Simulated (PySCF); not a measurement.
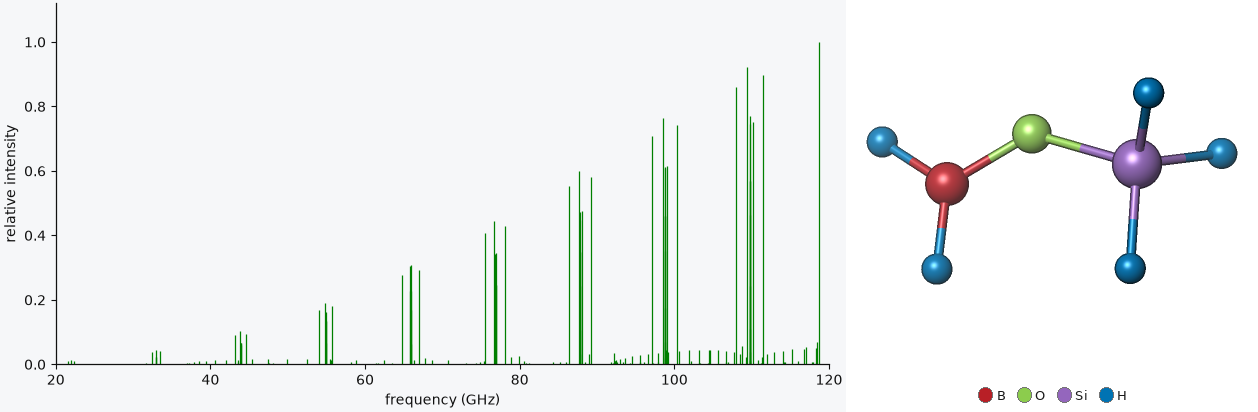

BSiH₅O, SMILES BO[SiH3]. Simulated rotational absorption lines between 20 and 120 GHz at 40 K: rigid rotor with the equilibrium constants and dipole of one optimised conformer (PBE0-D3(BJ)/def2-SVP, PySCF), commonest isotopes; no centrifugal distortion, hyperfine structure, internal rotation or nuclear-spin weights; lines within 1 MHz of each other are summed.

Question: What are the rotational constants, and what kind of rotor is it?

Answer: Rotational constants A, B, C = 42.24, 5.667, 5.312 GHz; Ray's κ = −0.98, a near-prolate asymmetric top.

Question: Which dipole components drive the lines?

Answer:
|μa|, |μb|, |μc| = 1.28, 0.42, 0.00 D; a-type lines carry 93 % of the intensity in this range.

Caveats: coarse grid, loose stop and no frequency check, small forces are noise and the end may be a saddle.
